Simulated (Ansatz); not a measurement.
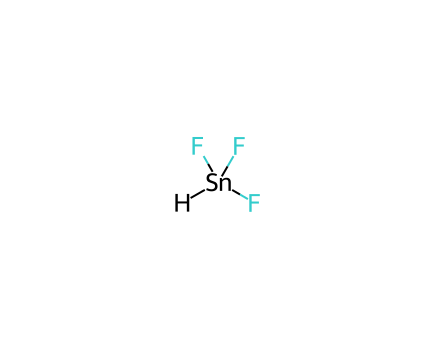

The drawing above gives the connectivity. The geometry was computed by an optimisation with PBE-D4/def2-SVP. No frequency run is at hand to confirm it as a minimum.

Describe the 3D structure.

It has 5 atoms: 3 fluorine, 1 hydrogen and 1 tin (F3HSn). Its SMILES string is `[F][SnH]([F])[F]`. The point group is C3v. Coordination: 1 Sn tetrahedral.

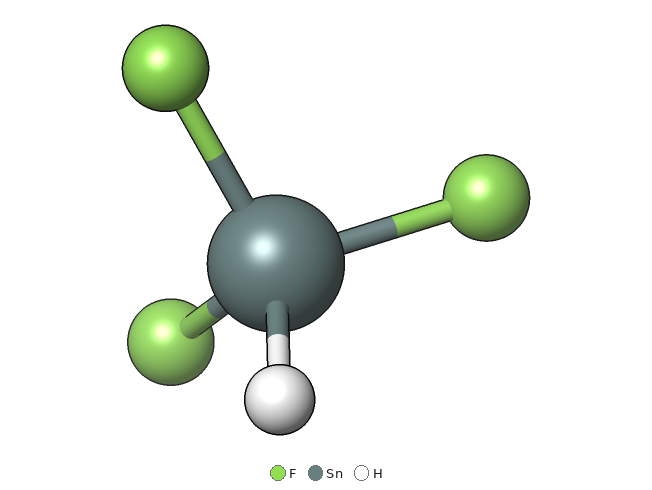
